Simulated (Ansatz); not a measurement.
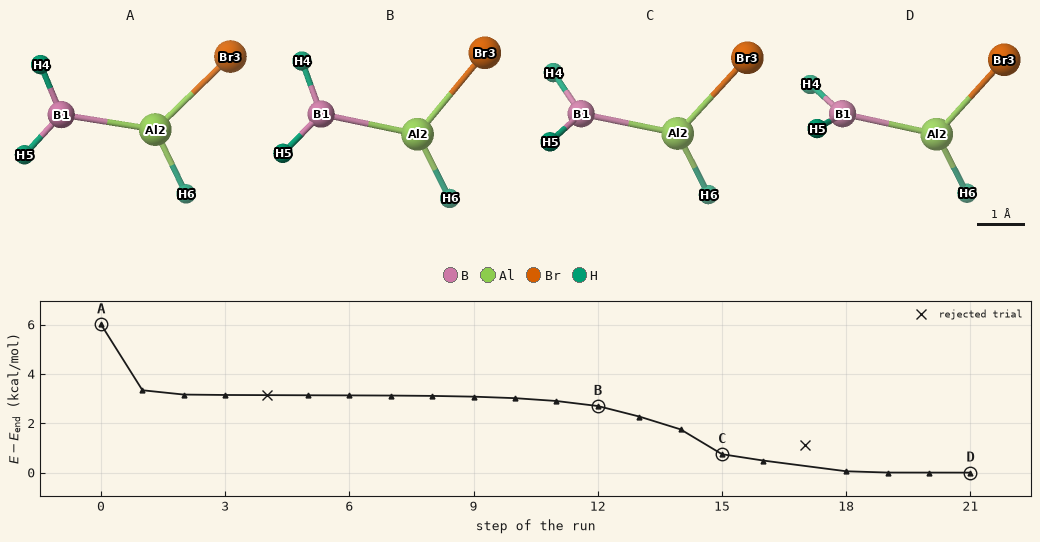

Frames of a relaxation of AlBH3Br, marked on the history of the run. The picture is a ball-and-stick view, seen face on.

The run prepares an end point of a later path (torsion) calculation, from a guessed geometry.

Method: Ansatz 0.2.0, RKS PBE/def2-SVP.

Input file:
```yaml
crystal:
  periodic: [false, false, false]
  atoms:
    - { symbol: B, position_ang: [-0.73271, 0.30458, -0.90353] }
    - { symbol: Al, position_ang: [0.5487, -0.06186, 0.68407] }
    - { symbol: Br, position_ang: [1.22101, -2.09057, 1.43369] }
    - { symbol: H, position_ang: [-1.2134, -0.56878, -1.53473] }
    - { symbol: H, position_ang: [-1.03903, 1.38673, -1.24803] }
    - { symbol: H, position_ang: [1.21542, 1.02991, 1.56854] }
basis:
  gaussian: { orbitals: def2-SVP }
hamiltonian:
  xc: pbe
relax:
  f_tol: 0.015
  max_steps: 40
output:
  orbitals: {}
```

Command:
```bash
ansatz run input.yaml --threads 1 --pin off --max-ram 2048MiB --backend cpu --events-out ev --progress --plain --runs-dir out
```

Q: Describe the path.

A: Over 19 accepted moves (21 points after the start) the energy falls by 6.00 kcal/mol. The largest force component goes from 1 to 0.0013 eV/Å. The line search rejected the trial steps at points 4, 17 of the run. The forces were under the threshold at step 5, but the run went on from there. H5 moves most after the best rigid fit: 1.21 Å. Largest moves by element: H 1.21 Å, Br 0.65 Å, Al 0.16 Å, B 0.04 Å. Among the contacts that change: Al2–H6 1.555 → 1.600 Å, B1–Al2 2.073 → 2.117 Å, B1–H4 1.180 → 1.220 Å, Al2–Br3 2.265 → 2.292 Å. Bond angles that change, for instance: B1–Al2–Br3 126.5° → 113.9°, Br3–Al2–H6 108.3° → 116.2°, B1–Al2–H6 125.2° → 129.9°. Groups turn about B1–Al2 by about 90°. The run took 58 s on 1 thread of Intel(R) Xeon(R) Processor @ 2.70GHz (shared host), peak memory 0.15 GiB. From step 0 to 12: H5 moves most (0.34 Å), energy −3.30 kcal/mol. From step 12 to 15: H atoms move most (0.55 Å), energy −1.95 kcal/mol. From step 15 to 21: H5 moves most (0.34 Å), energy −0.75 kcal/mol.

| step | E − E(0), kcal/mol | largest force component, eV/Å | note |
| --- | --- | --- | --- |
| 0 | 0.00 | 1.0061 |  |
| 1 | -2.67 | 0.2934 |  |
| 2 | -2.84 | 0.0265 |  |
| 3 | -2.86 | 0.0289 |  |
| 4 | -2.85 | 0.0736 | rejected |
| 5 | -2.87 | 0.0078 |  |
| 6 | -2.87 | 0.0067 |  |
| 7 | -2.88 | 0.0138 |  |
| 8 | -2.89 | 0.0253 |  |
| 9 | -2.92 | 0.0452 |  |
| 10 | -2.99 | 0.0795 |  |
| 11 | -3.10 | 0.1384 |  |
| 12 | -3.30 | 0.2085 |  |
| 13 | -3.73 | 0.4941 |  |
| 14 | -4.25 | 0.5765 |  |
| 15 | -5.26 | 0.1476 |  |
| 16 | -5.51 | 0.2836 |  |
| 17 | -4.90 | 0.8682 | rejected |
| 18 | -5.95 | 0.1634 |  |
| 19 | -6.00 | 0.0155 |  |
| 20 | -6.00 | 0.0263 |  |
| 21 | -6.00 | 0.0013 |  |
